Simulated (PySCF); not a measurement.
C2H6AlF, SMILES `[CH3][Al]([CH3])[F]`.

Computed with PySCF, BP86/aug-cc-pVDZ, geometry: GFN2-xTB. No frequency check shows the geometry to be a minimum.

Coordinates in Å:

```
C1       1.8091   -0.8048    0.0004
Al2      0.0031    0.0251    0.0007
C3      -1.8020   -0.8131    0.0006
F4      -0.0129    1.6843   -0.0021
H5       2.3868   -0.4897   -0.8740
H6       1.7882   -1.8957    0.0022
H7       2.3922   -0.4660    0.8741
H8      -2.3812   -0.4992    0.8744
H9      -2.3756   -0.5228   -0.8737
H10     -1.7762   -1.9040    0.0006
```

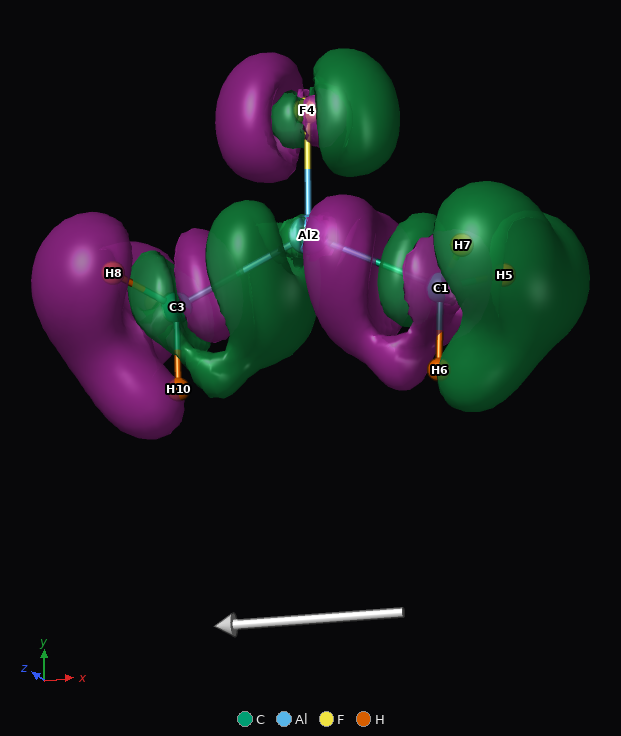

Change of the electron density in a uniform field of 0.51 V/Å along −x (arrow), surfaces at ±0.003 e/Å³ (green: gain, purple: loss).

The field was applied in both directions; the picture shows the one opposite to the script's first.

Q: How large is the response?

A: The induced dipole is 1.75 D (along the field); α along this axis, from the fields in both directions, is 69 bohr³ (10.2 Å³).
